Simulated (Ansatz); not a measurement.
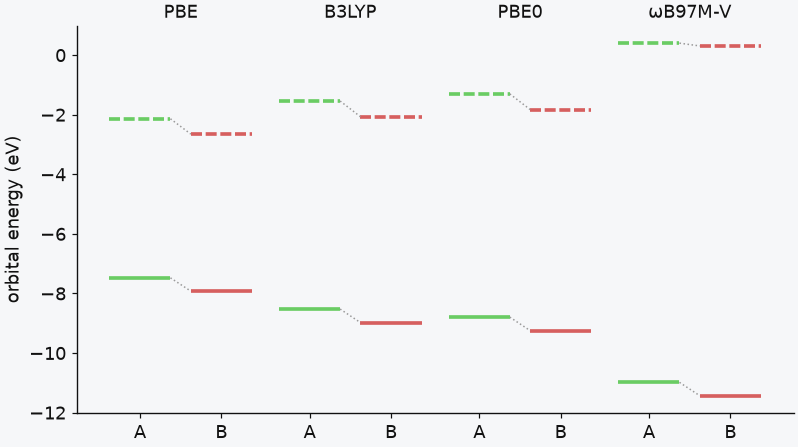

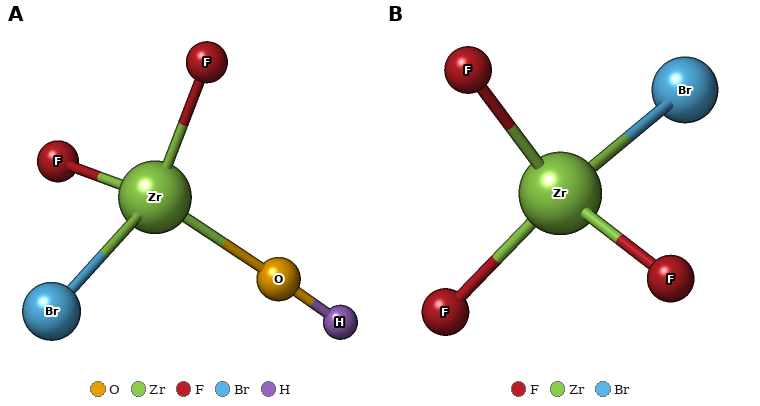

One change: A, ZrHOBrF₂ (SMILES [OH][Zr]([F])([F])[Br]), becomes B, ZrBrF₃ (SMILES [F][Zr]([F])([F])[Br]). OH on Zr is replaced by F. HOMO (solid) and LUMO (dashed) computed in def2-TZVPP at PBE0-D4/def2-TZVP geometries, both minima by their frequencies, gas phase, the Ansatz code. Empty levels above zero depend strongly on the basis.

Q: What does the change do to HOMO and LUMO?

A: PBE: the HOMO falls by 0.45 eV, the LUMO falls by 0.51 eV, and the separation goes from 5.34 to 5.27 eV. B3LYP: the HOMO falls by 0.45 eV, the LUMO falls by 0.53 eV, and the separation goes from 6.98 to 6.91 eV. PBE0: the HOMO falls by 0.45 eV, the LUMO falls by 0.53 eV, and the separation goes from 7.49 to 7.42 eV. ωB97M-V: the HOMO falls by 0.45 eV, the LUMO falls by 0.09 eV, and the separation goes from 11.39 to 11.74 eV.

Q: Do the functionals agree on the effect?

A: They agree on the direction for both levels; the HOMO shift lies between −0.45 and −0.45 eV and the LUMO shift between −0.53 and −0.09 eV, while the separations themselves differ by up to 6.5 eV between functionals.

Note: core potentials past krypton.
